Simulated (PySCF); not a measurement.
Bond stretch in Cl₂, singlet.

Levels of theory: RKS-BLYP = PySCF with restricted BLYP/cc-pVTZ.

Magnitude of the dipole moment (D; its direction can reverse along the curve, and a method can change to another solution) and Mulliken charge of the fragment that holds Cl1:

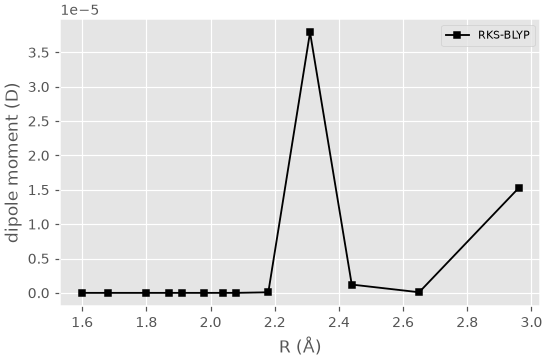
*Dipole moment against bond length.*

```tsv
R / Å	μ RKS-BLYP	q RKS-BLYP
1.60	0.00	0.00
1.68	0.00	0.00
1.80	0.00	0.00
1.87	0.00	0.00
1.91	0.00	0.00
1.98	0.00	0.00
2.04	0.00	0.00
2.08	0.00	0.00
2.18	0.00	0.00
2.31	0.00	0.00
2.44	0.00	0.00
2.65	0.00	0.00
2.96	0.00	0.00
```

The restricted form behind RKS-BLYP keeps the bonding electrons paired and can't separate into open-shell fragments.
